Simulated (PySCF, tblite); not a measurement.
# C3H12O2SSi2: geometry, infrared bands and NMR shifts

Aim: predict the infrared bands and NMR shifts of C3H12O2SSi2 (`CO[Si](C)(OC)S[SiH3]`).

The runs use tblite 0.8.0 and PySCF 2.14.0, with density-fitted response routines of our own; the level of theory stands in each step. All values are computed, except where a source is named. Atoms count from 0, in the outputs and in this text.

### 1 Starting geometry

20 atoms, charge 0, multiplicity 1; geometry from: force field or distance geometry start.

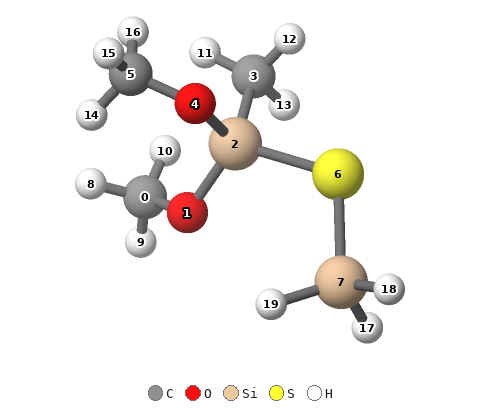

As it starts; carbon grey, oxygen red, silicon light orange, sulfur yellow, hydrogen white, atoms numbered; sticks join atoms by distance.

### 2 Optimising the geometry with GFN2-xTB

Job settings and geometry (Å):

```
{"job": {"kind": "relax", "xc": "GFN2-xTB", "basis": "xTB"}, "charge": 0, "multiplicity": 1}
C     -1.267500    -1.271900     1.268800
O     -0.026000    -0.705200     1.059500
Si     0.123800     0.145600    -0.398700
C     -1.062100    -0.496900    -1.723200
O     -0.109700     1.837700    -0.178200
C     -1.374500     2.168900     0.265900
S      2.076000    -0.049600    -1.287600
Si     3.578700    -0.500900     0.167200
H     -1.927300    -0.624200     1.873100
H     -1.205000    -2.240800     1.807400
H     -1.820100    -1.462900     0.306700
H     -2.119100    -0.378400    -1.435600
H     -0.785600     0.034900    -2.630800
H     -0.788200    -1.579400    -1.883900
H     -1.578300     1.741700     1.279100
H     -1.371800     3.278200     0.441500
H     -2.184100     1.878400    -0.423600
H      3.819700    -1.968100     0.240300
H      4.834700     0.164500    -0.217600
H      3.181100     0.038900     1.466900
```

Run with:

```bash
OMP_NUM_THREADS=1 python probes_run.py task.json out
```

One launch serves the whole session: the jobs run in the order shown.

The log of the run:

```text
step      E/eV     max force
  0    -747.80493    2.465
  1    -748.07154    1.172
  2    -748.15851    0.580
  3    -748.19648    0.492
  4    -748.22393    0.316
  5    -748.23721    0.374
  6    -748.26187    0.397
  7    -748.27817    0.283
  8    -748.29429    0.274
  9    -748.30662    0.230
 10    -748.31828    0.225
 11    -748.32893    0.261
 12    -748.33876    0.247
 13    -748.34748    0.216
 14    -748.35639    0.239
 15    -748.36716    0.273
 16    -748.37988    0.238
 17    -748.39177    0.246
 18    -748.40100    0.217
 19    -748.40858    0.209
 20    -748.41610    0.223
 21    -748.42383    0.226
 22    -748.43038    0.186
 23    -748.43572    0.136
 24    -748.44130    0.181
 25    -748.44716    0.180
 26    -748.45197    0.188
 27    -748.45536    0.143
 28    -748.45805    0.140
 29    -748.46087    0.167
 30    -748.46399    0.146
 31    -748.46726    0.134
 32    -748.47082    0.149
 33    -748.47497    0.137
 34    -748.47890    0.126
 35    -748.48158    0.116
 36    -748.48355    0.123
 37    -748.48559    0.120
 38    -748.48875    0.153
 39    -748.49163    0.188
 40    -748.49505    0.168
 41    -748.49822    0.145
 42    -748.50183    0.134
 43    -748.50551    0.140
 44    -748.50899    0.135
 45    -748.51129    0.097
 46    -748.51261    0.093
 47    -748.51388    0.090
 48    -748.51560    0.112
 49    -748.51764    0.125
 50    -748.51950    0.094
 51    -748.52082    0.077
 52    -748.52183    0.076
 53    -748.52283    0.056
 54    -748.52377    0.078
 55    -748.52459    0.056
 56    -748.52541    0.067
 57    -748.52668    0.070
 58    -748.52814    0.098
 59    -748.52965    0.095
 60    -748.53059    0.079
 61    -748.53133    0.074
 62    -748.53226    0.074
 63    -748.53355    0.089
 64    -748.53484    0.084
 65    -748.53570    0.058
 66    -748.53622    0.058
 67    -748.53678    0.061
 68    -748.53760    0.070
 69    -748.53843    0.063
 70    -748.53895    0.036
 71    -748.53921    0.036
 72    -748.53941    0.036
 73    -748.53964    0.036
 74    -748.53984    0.024
 75    -748.53996    0.020
 76    -748.54006    0.027
 77    -748.54020    0.042
 78    -748.54043    0.049
 79    -748.54071    0.039
 80    -748.54096    0.036
 81    -748.54116    0.028
 82    -748.54136    0.029
 83    -748.54156    0.034
 84    -748.54173    0.025
 85    -748.54185    0.026
 86    -748.54197    0.040
 87    -748.54214    0.047
 88    -748.54236    0.040
 89    -748.54256    0.027
 90    -748.54270    0.025
 91    -748.54283    0.029
 92    -748.54304    0.038
 93    -748.54340    0.054
 94    -748.54391    0.062
 95    -748.54443    0.048
 96    -748.54489    0.043
 97    -748.54532    0.046
 98    -748.54583    0.047
 99    -748.54625    0.033
100    -748.54651    0.027
101    -748.54664    0.028
102    -748.54680    0.028
103    -748.54705    0.032
104    -748.54731    0.031
105    -748.54748    0.020
106    -748.54755    0.017
107    -748.54760    0.018
108    -748.54765    0.018
109    -748.54769    0.017
110    -748.54772    0.014
111    -748.54775    0.015
112    -748.54781    0.020
113    -748.54790    0.024
114    -748.54802    0.028
115    -748.54816    0.026
116    -748.54829    0.033
117    -748.54843    0.040
118    -748.54865    0.051
119    -748.54906    0.070
120    -748.54976    0.105
121    -748.55058    0.123
122    -748.55182    0.130
123    -748.55319    0.123
124    -748.55523    0.100
125    -748.55600    0.194
126    -748.55774    0.098
127    -748.55939    0.073
128    -748.56072    0.105
129    -748.56247    0.140
130    -748.56600    0.197
131    -748.57217    0.252
132    -748.57574    0.364
133    -748.55594    0.723
134    -748.58613    0.305
135    -748.58278    0.448
136    -748.59869    0.177
137    -748.60271    0.210
138    -748.60972    0.203
139    -748.61755    0.189
140    -748.62303    0.284
141    -748.62952    0.147
142    -748.63212    0.180
143    -748.63487    0.266
144    -748.63892    0.106
145    -748.64199    0.095
146    -748.64522    0.125
147    -748.64826    0.163
148    -748.64961    0.167
149    -748.65155    0.140
150    -748.65319    0.084
151    -748.65417    0.072
152    -748.65558    0.076
153    -748.65642    0.072
154    -748.65732    0.062
155    -748.65815    0.051
156    -748.65878    0.071
157    -748.65932    0.056
158    -748.65988    0.042
159    -748.66050    0.054
160    -748.66109    0.063
161    -748.66166    0.056
162    -748.66216    0.047
163    -748.66270    0.052
164    -748.66330    0.066
165    -748.66390    0.061
166    -748.66435    0.032
167    -748.66460    0.025
168    -748.66475    0.027
169    -748.66491    0.028
170    -748.66513    0.035
171    -748.66545    0.043
172    -748.66591    0.050
173    -748.66652    0.066
174    -748.66730    0.077
175    -748.66825    0.082
176    -748.66926    0.067
177    -748.67031    0.100
178    -748.67140    0.127
179    -748.67300    0.136
180    -748.67478    0.118
181    -748.67738    0.117
182    -748.67848    0.132
183    -748.68041    0.105
184    -748.68184    0.124
185    -748.68274    0.089
186    -748.68369    0.126
187    -748.68470    0.086
188    -748.68540    0.048
189    -748.68617    0.072
190    -748.68661    0.060
191    -748.68713    0.057
192    -748.68762    0.056
193    -748.68826    0.051
194    -748.68886    0.089
195    -748.68969    0.056
196    -748.69056    0.050
197    -748.69131    0.045
198    -748.69184    0.045
199    -748.69245    0.058
200    -748.69287    0.050
201    -748.69331    0.040
202    -748.69359    0.042
203    -748.69395    0.042
204    -748.69423    0.031
205    -748.69453    0.031
206    -748.69477    0.049
207    -748.69502    0.059
208    -748.69524    0.033
209    -748.69547    0.036
210    -748.69562    0.038
211    -748.69576    0.036
212    -748.69599    0.030
213    -748.69626    0.036
214    -748.69662    0.043
215    -748.69704    0.044
216    -748.69750    0.044
217    -748.69800    0.048
218    -748.69853    0.052
219    -748.69897    0.034
220    -748.69921    0.022
221    -748.69931    0.019
222    -748.69939    0.017
223    -748.69947    0.012
224    -748.69951    0.011
225    -748.69954    0.011
226    -748.69957    0.013
227    -748.69961    0.014
228    -748.69965    0.018
229    -748.69970    0.019
230    -748.69975    0.018
231    -748.69983    0.019
232    -748.69991    0.018
233    -748.70000    0.016
234    -748.70008    0.021
235    -748.70014    0.024
236    -748.70020    0.024
237    -748.70024    0.015
238    -748.70027    0.007
```

Run time: 4.3 s. Hardware: 1 thread of Arm Neoverse N1, shared host; peak memory 0.18 GiB.

The steps of the relaxation: (not every step is listed)

```csv
step,energy from step 0 (eV),largest force (eV/Å)
0,0.0000,2.4646
1,-0.2666,1.1719
2,-0.3536,0.5802
3,-0.3915,0.4924
4,-0.4190,0.3160
5,-0.4323,0.3745
6,-0.4569,0.3975
7,-0.4732,0.2828
8,-0.4894,0.2745
30,-0.6591,0.1458
52,-0.7169,0.0760
74,-0.7349,0.0244
96,-0.7400,0.0429
118,-0.7437,0.0510
140,-0.8181,0.2844
162,-0.8572,0.0472
184,-0.8769,0.1238
206,-0.8898,0.0486
228,-0.8947,0.0180
233,-0.8951,0.0164
234,-0.8951,0.0213
235,-0.8952,0.0243
236,-0.8953,0.0243
237,-0.8953,0.0151
238,-0.8953,0.0073
```

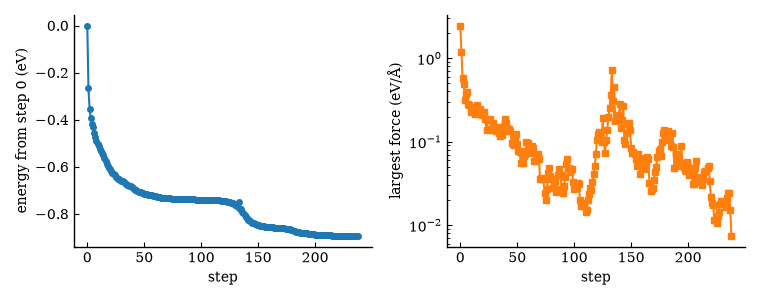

Energy and largest force along the relaxation.

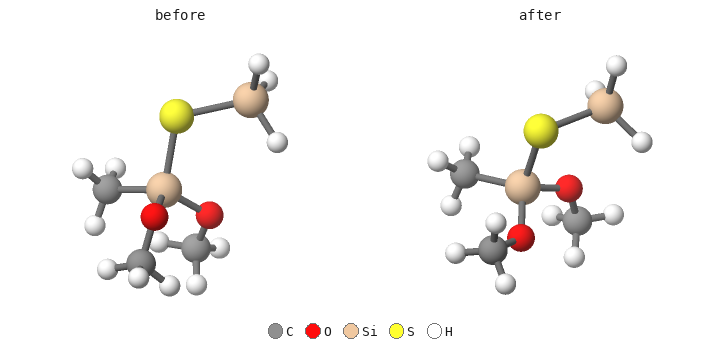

Before and after, at one scale.

Close pairs (by a distance rule), those that changed most:

```csv
bond,before (Å),after (Å),change (Å)
Si2–O4,1.722,1.626,-0.097
O1–Si2,1.695,1.624,-0.071
C3–H13,1.128,1.086,-0.042
C0–H10,1.126,1.092,-0.034
Si7–H17,1.489,1.456,-0.033
C5–H15,1.123,1.091,-0.032
C5–H14,1.118,1.090,-0.029
O4–C5,1.381,1.402,+0.021
```

The next job starts from the end point, and lists it.

### 3 Vibrational analysis with GFN2-xTB

Job settings and geometry (Å):

```
{"job": {"kind": "ir", "xc": "GFN2-xTB", "basis": "xTB"}, "charge": 0, "multiplicity": 1}
C     -0.716008    -1.766891     1.501206
O      0.207897    -0.991137     0.787347
Si    -0.135825     0.165680    -0.299070
C     -1.023292    -0.468922    -1.857855
O     -1.019237     1.284939     0.481611
C     -1.344084     2.573068     0.032593
S      1.813090     0.910116    -0.769372
Si     3.034614    -0.484965     0.313384
H     -1.436173    -1.129556     2.014894
H     -0.158482    -2.354191     2.230507
H     -1.250577    -2.437308     0.825248
H     -2.085071    -0.609357    -1.670890
H     -0.922451     0.232756    -2.680488
H     -0.615484    -1.418600    -2.191279
H     -1.771740     3.118500     0.873492
H     -0.450722     3.087187    -0.326261
H     -2.072747     2.520381    -0.778790
H      2.756040    -1.831285    -0.165211
H      4.368523    -0.044869    -0.069344
H      2.816582    -0.344866     1.745242
```

The log of the run:

```text
mode    cm-1     km/mol
  1      23.5      3.64
  2      52.1      6.01
  3      67.2      3.58
  4      80.6      1.06
  5      86.0      0.39
  6     103.2      0.06
  7     115.0      0.82
  8     118.0      2.68
  9     143.6      2.54
 10     155.8      2.13
 11     182.4      0.67
 12     220.2      6.45
 13     256.3     13.11
 14     282.9     41.59
 15     339.0     21.75
 16     492.9     21.20
 17     510.7    134.21
 18     531.4     57.35
 19     576.5     63.31
 20     681.7     89.32
 21     757.8    157.84
 22     769.3     69.10
 23     774.4    273.44
 24     779.7    195.78
 25     791.5    166.86
 26     828.5    190.25
 27     846.8    219.34
 28    1123.3    244.26
 29    1128.9     12.92
 30    1132.4     95.06
 31    1133.8      2.64
 32    1148.7     42.50
 33    1151.3     90.05
 34    1376.2     32.30
 35    1406.4      0.24
 36    1411.5      4.52
 37    1471.8      3.08
 38    1474.5      3.71
 39    1478.1      3.95
 40    1480.8      3.46
 41    1483.2      1.46
 42    1486.1      2.07
 43    2317.0    295.46
 44    2322.2    290.53
 45    2333.3    103.72
 46    2959.9     17.58
 47    2960.6     51.72
 48    2973.2     23.47
 49    2983.1     29.51
 50    2997.2     21.33
 51    2997.9     22.04
 52    3026.1     28.36
 53    3044.0     17.41
 54    3049.1      8.84
```

It took 1.8 s on 1 thread of Arm Neoverse N1, shared host; peak memory 0.18 GiB.

The strongest bands and the atoms that carry them (share of the mass-weighted mode):

```csv
cm⁻¹,km/mol,atoms
774,273.4,"H18 18 %, H17 13 %, Si2 10 %, H13 10 %"
780,195.8,"H19 37 %, H18 24 %, H17 10 %"
792,166.9,"Si2 33 %, C3 18 %"
828,190.2,"H11 30 %, H12 26 %, C3 15 %, Si2 14 %"
847,219.3,"Si2 27 %, H13 24 %, H12 11 %, C3 10 %"
1123,244.3,"O1 42 %, C0 31 %"
2317,295.5,H17 88 %
2322,290.5,"H19 69 %, H18 26 %"
```

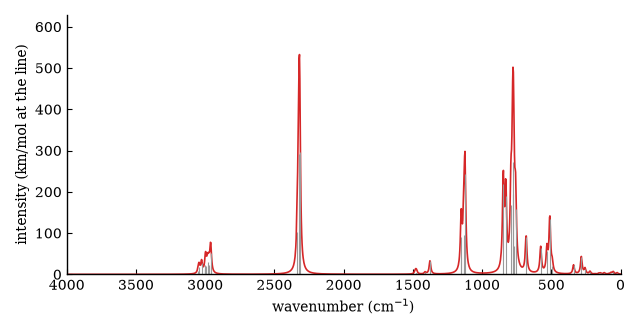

The infrared spectrum from these modes, unscaled. Lines are broadened to a width of 14 cm⁻¹ (Lorentzian).

### 4 Nuclear shieldings: PBE0/pcSseg-1

Settings changed since step 3:

```diff
@@ -1,2 +1,2 @@
-{"job": {"kind": "ir", "xc": "GFN2-xTB", "basis": "xTB"}, "charge": 0, "multiplicity": 1}
+{"job": {"kind": "nmr", "xc": "PBE0", "basis": "pcSseg-1"}, "charge": 0, "multiplicity": 1}
 C     -0.716008    -1.766891     1.501206
```

Level: GIAO PBE0/pcSseg-1 NMR shielding, non-relativistic, gas phase.

The log of the run:

```text
coarse grid: 17744 points
cycle   1  E = -1248.3136466518  dE =  7.890e-01  |g| = 8.955e-01  |ddm| = 3.937e+00
cycle   2  E = -1248.1526273158  dE =  1.610e-01  |g| = 1.308e+00  |ddm| = 1.788e+00
cycle   3  E = -1248.4594226306  dE = -3.068e-01  |g| = 1.314e-01  |ddm| = 1.192e+00
cycle   4  E = -1248.4629054967  dE = -3.483e-03  |g| = 4.269e-02  |ddm| = 1.567e-01
cycle   5  E = -1248.4633368315  dE = -4.313e-04  |g| = 5.339e-03  |ddm| = 4.262e-02
cycle   6  E = -1248.4633412651  dE = -4.434e-06  |g| = 2.596e-03  |ddm| = 6.157e-03
final grid: 156104 points
cycle   7  E = -1248.5320639161  dE = -2.384e-05  |g| = 1.398e-02  |ddm| = 2.662e-02
cycle   8  E = -1248.5320305923  dE =  3.332e-05  |g| = 1.941e-02  |ddm| = 2.310e-02
cycle   9  E = -1248.5321014814  dE = -7.089e-05  |g| = 1.768e-03  |ddm| = 1.399e-02
cycle  10  E = -1248.5321021333  dE = -6.519e-07  |g| = 1.470e-04  |ddm| = 1.720e-03
cycle  11  E = -1248.5321021385  dE = -5.197e-09  |g| = 6.218e-05  |ddm| = 2.438e-04
cycle  12  E = -1248.5321021393  dE = -7.944e-10  |g| = 2.321e-05  |ddm| = 6.775e-05
converged SCF energy = -1248.5321021393

GIAO shielding tensors (ppm)
atom      isotropic    diamagn.    paramagn.     s11        s22        s33       span
  0 C      134.605     243.358    -108.753    107.487    110.113    186.213     78.726
  1 O      291.963     403.453    -111.490    235.103    315.876    324.908     89.805
  2 Si     358.110     884.555    -526.445    341.847    354.187    378.297     36.450
  3 C      186.315     258.483     -72.167    175.515    183.814    199.618     24.103
  4 O      287.286     402.632    -115.345    205.546    313.152    343.160    137.613
  5 C      135.358     242.764    -107.406    108.652    112.544    184.877     76.225
  6 S      787.801    1063.461    -275.660    690.616    736.199    936.586    245.970
  7 Si     408.536     880.279    -471.743    372.082    404.494    449.031     76.949
  8 H       27.747      30.225      -2.478     22.602     26.036     34.602     12.000
  9 H       27.893      29.099      -1.206     23.164     25.653     34.862     11.698
 10 H       28.055      30.160      -2.104     23.218     25.958     34.990     11.772
 11 H       31.499      32.574      -1.074     27.058     28.540     38.900     11.841
 12 H       31.284      32.060      -0.776     27.222     29.401     37.228     10.006
 13 H       31.365      32.811      -1.446     27.111     29.245     37.739     10.628
 14 H       27.758      28.025      -0.267     23.145     25.147     34.982     11.837
 15 H       27.759      29.540      -1.781     22.581     26.988     33.708     11.127
 16 H       28.098      29.113      -1.015     23.279     26.112     34.903     11.623
 17 H       27.173      30.377      -3.204     23.211     25.702     32.605      9.394
 18 H       27.255      28.956      -1.701     23.105     24.868     33.792     10.687
 19 H       27.116      30.349      -3.233     23.022     25.541     32.785      9.763
```

Run time: 97 s. Hardware: 1 thread of Arm Neoverse N1, shared host; peak memory 1.1 GiB.

Shifts follow as δ = σ(reference) − σ, with reference shieldings (ppm) from runs at the same level and on the same kind of geometry: ¹H TMS 31.72, ¹³C TMS 186.9, ²⁹Si TMS 349.2, ¹⁷O H2O 336.1, ³³S CS2 504. The references are single molecules in the gas phase, so shifts against H2O, NH3, PH3, H3PO4 or CFCl3 are not on the usual liquid scales and can be off by tens of ppm. Atoms listed in one row are averaged.

```csv
atoms,environment,σ (ppm),δ (ppm),δ scaled to CDCl3
"C0, C5",methyl carbon bonded to O,135.0,51.9,48.8
C3,methyl carbon bonded to Si,186.3,0.6,-1.3
"H17, H18, H19",hydrogen on a silicon bonded to S,27.18,4.54,–
"H8, H9, H10, H14, H15, H16",hydrogen on a methyl carbon bonded to O,27.89,3.83,3.72
"H11, H12, H13",hydrogen on a methyl carbon bonded to Si,31.38,0.33,0.42
"O1, O4","oxygen bonded to C, Si",289.6,46.5,–
Si2,"silicon bonded to C, 2 O, S",358.1,-9.0,–
Si7,"silicon bonded to S, 3 H",408.5,-59.4,–
S6,sulfur bonded to 2 Si,788,-284,–
```

The scaled column applies a straight-line fit of computed shieldings to shifts measured in CDCl3, with any fitted terms for Cl, Br or S neighbours (root-mean-square error 0.16 ppm for H, 1.9 ppm for C).

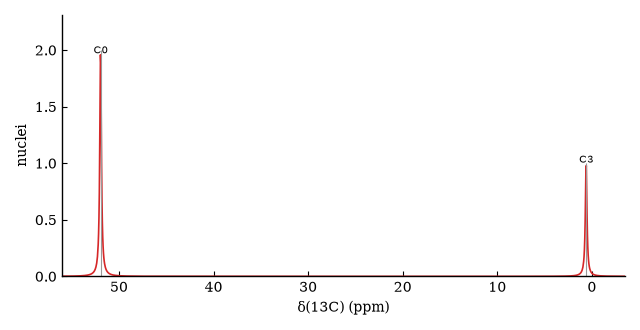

¹³C lines at the computed shifts, without couplings. Lines are broadened to a width of 0.21 ppm (Lorentzian).

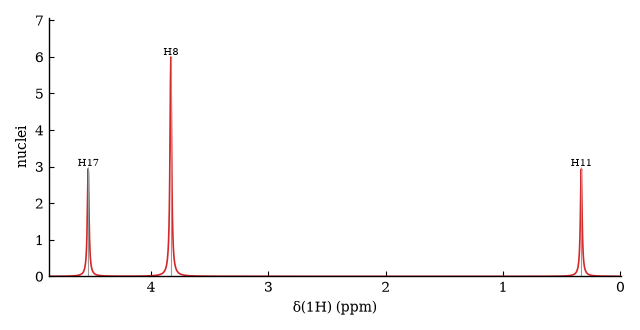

¹H lines at the computed shifts, without couplings. Lines are broadened to a width of 0.02 ppm (Lorentzian).

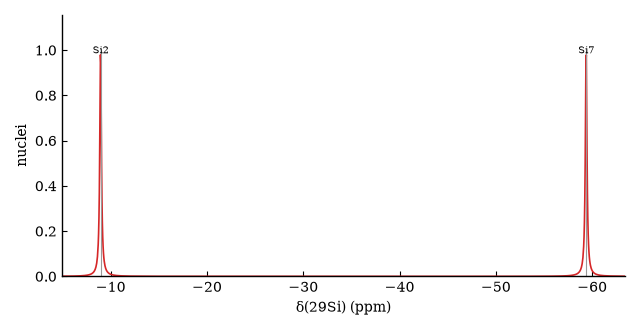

²⁹Si lines at the computed shifts, without couplings. Lines are broadened to a width of 0.20 ppm (Lorentzian).

The run also stored atomic charges by several schemes (e):

```csv
atoms,Mulliken,IAO,Hirshfeld,ESP fit
"C0, C5",-0.01,-0.20,-0.03,-0.25
"O1, O4",-0.65,-0.64,-0.22,-0.36
Si2,1.18,1.36,0.46,0.95
C3,-0.65,-0.76,-0.22,-0.74
S6,-0.60,-0.49,-0.20,-0.47
Si7,0.51,0.58,0.29,0.34
```

ESP fit charges:

C0 -0.27; O1 -0.33; Si2 0.95; C3 -0.74; O4 -0.40; C5 -0.22; S6 -0.47; Si7 0.34; H8 0.12; H9 0.14; H10 0.13; H11 0.19; H12 0.19; H13 0.17; H14 0.13; H15 0.12; H16 0.12; H17 -0.07; H18 -0.05; H19 -0.07

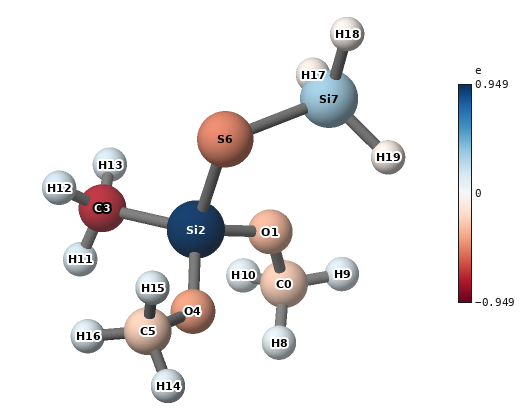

ESP fit charges, as colours on the atoms.

Mayer bond orders: C0–O1 0.88, O1–Si2 0.97, Si2–C3 0.94, Si2–O4 1.01, O4–C5 0.90, Si2–S6 0.95, S6–Si7 0.92.

Orbitals, density, ELF and potential are computed afterwards from the orbital file.

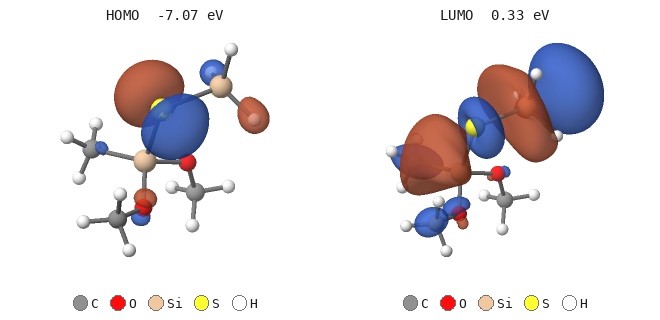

Frontier orbitals at PBE0/pcSseg-1; each surface holds 70 % of the orbital's density, blue and red mark the sign.

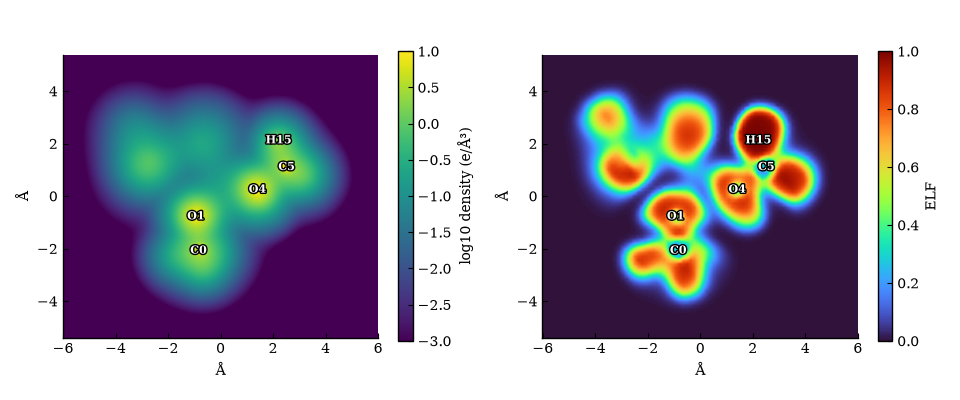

Density (left) and ELF (right) in a plane through or near 5 of the atoms.

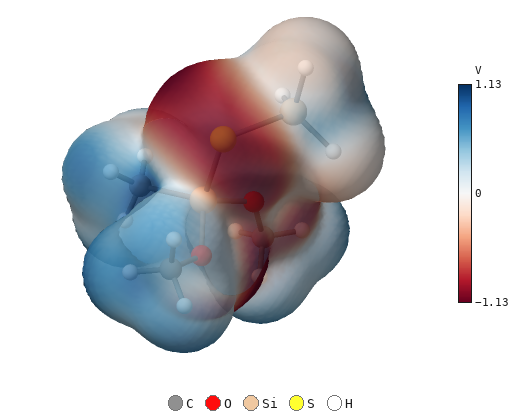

The potential that a unit positive charge feels on the 0.002 e/bohr³ surface, from -1.13 V near O4 to 1.03 V near H12.

### 5 Outcome

| quantity | value |
| --- | --- |
| strongest single infrared mode (GFN2-xTB) | 2317 cm⁻¹, 295 km/mol |
| zero-point energy (GFN2-xTB) | 92.1 kcal/mol |
| ¹³C shifts against TMS (PBE0/pcSseg-1, means over atoms taken as alike) | 51.9, 0.6 ppm |
| ¹H shifts against TMS (PBE0/pcSseg-1, means over atoms taken as alike) | 4.54, 3.83, 0.33 ppm |
| ¹⁷O shifts against H2O (PBE0/pcSseg-1, means over atoms taken as alike) | 46.5 ppm |
| ²⁹Si shifts against TMS (PBE0/pcSseg-1) | -9.0, -59.4 ppm |
| ³³S shifts against CS2 (PBE0/pcSseg-1) | -284 ppm |
| surface potential, least and greatest | -1.13 V and 1.03 V |

**Reading.** Over 238 steps the energy fell by 0.895 eV; of the close pairs, Si2–O4 changed most, 1.722 to 1.626 Å. All 54 modes are real, so the xTB geometry is a minimum. The strongest single mode, at 2317 cm⁻¹, moves mainly H17. Unscaled tight-binding wavenumbers are off by several per cent, some by more. Its intensities can rank the bands wrongly. At PBE0/pcSseg-1: The largest span, 246 ppm, is at S6, where the paramagnetic term is -276 ppm.
